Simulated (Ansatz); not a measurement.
```xyz
9

Zn    0.1674   -0.3619    0.4974
H    -0.0824   -0.6545   -2.6969
C    -0.3685    1.4457    0.8599
H     0.1471   -1.2299   -2.2756
O     0.6475   -2.0220    0.0572
H    -1.3690    1.4737    1.2961
H    -0.3807    2.0272   -0.0644
H     0.3232    1.9242    1.5560
H     0.9156   -2.6025    0.7704
```

The product side of a reaction path; geometry: PBE0-D4/def2-TZVP.

The calculation used RKS PBE0-D4/def2-TZVPP (Ansatz).

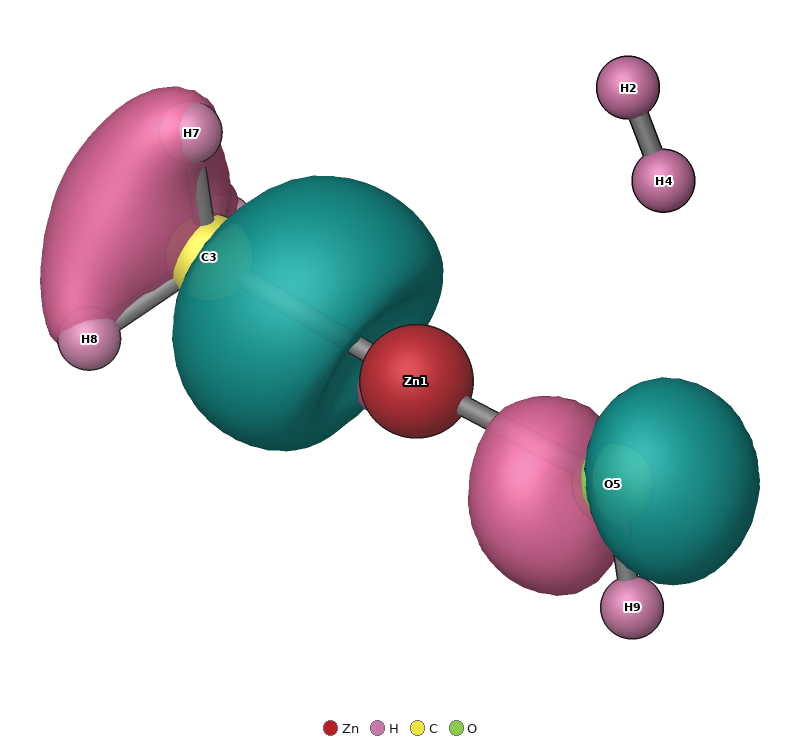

CH4OZn···H2. The HOMO−1 at ±0.15 Å⁻³ᐟ² (teal and pink are the two phases), seen at a tilt.

What is the character of this orbital?

Answer. Its weight (Hirshfeld) is mainly on C3 (about 35 %), O5 (about 30 %) and Zn1 (about 20 %). Its energy is −8.14 eV.
